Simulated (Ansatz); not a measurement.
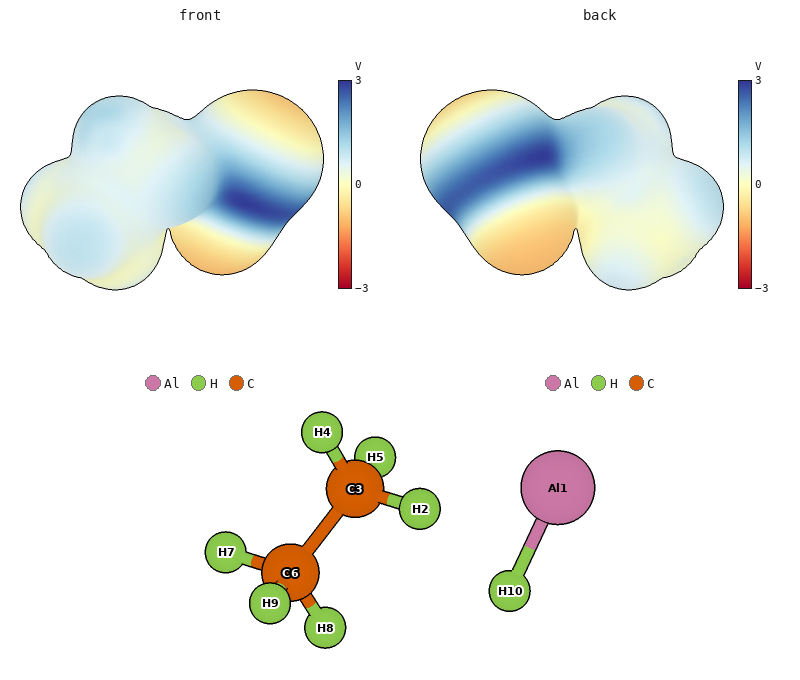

The picture shows: AlH···C2H6. The molecular electrostatic potential painted on the density surface at 0.004 e/bohr³, seen from the front and from behind; the colour scale runs from red (negative) to blue (positive). The bare structure is drawn below in the same view.

Level of theory: RKS PBE0-D4/def2-SVPD in Ansatz.

Input file:

```
crystal:
  periodic: [false, false, false]
  atoms:
    - { symbol: Al, position_ang: [-0.873888, -0.58148, -0.309548] }
    - { symbol: H, position_ang: [1.173989, 0.174316, 1.379111] }
    - { symbol: C, position_ang: [2.062635, -0.142349, 0.798688] }
    - { symbol: H, position_ang: [2.292351, -1.175568, 1.095032] }
    - { symbol: H, position_ang: [1.791953, -0.144519, -0.271238] }
    - { symbol: C, position_ang: [3.232647, 0.795892, 1.046377] }
    - { symbol: H, position_ang: [4.117157, 0.489824, 0.469076] }
    - { symbol: H, position_ang: [2.98462, 1.827511, 0.756395] }
    - { symbol: H, position_ang: [3.517971, 0.805701, 2.108933] }
    - { symbol: H, position_ang: [-0.506536, 0.89907, -1.005926] }
basis:
  gaussian: { orbitals: def2-SVPD }
hamiltonian:
  xc: pbe0
  dispersion: d4
relax:
  f_tol: 0.03
  max_steps: 50
output:
  orbitals: {}
```

Run with:

```sh
ansatz run input.yaml --threads 4 --pin off --max-ram 5120MiB --backend cpu --events-out ev --progress --plain --runs-dir out
```

The fields are those of the run's last geometry, not of the input's.

Question: Describe the electrostatic potential map.

Answer: The most negative region (about −1.0 V) lies over H10, the most positive (about +2.9 V) over Al1.
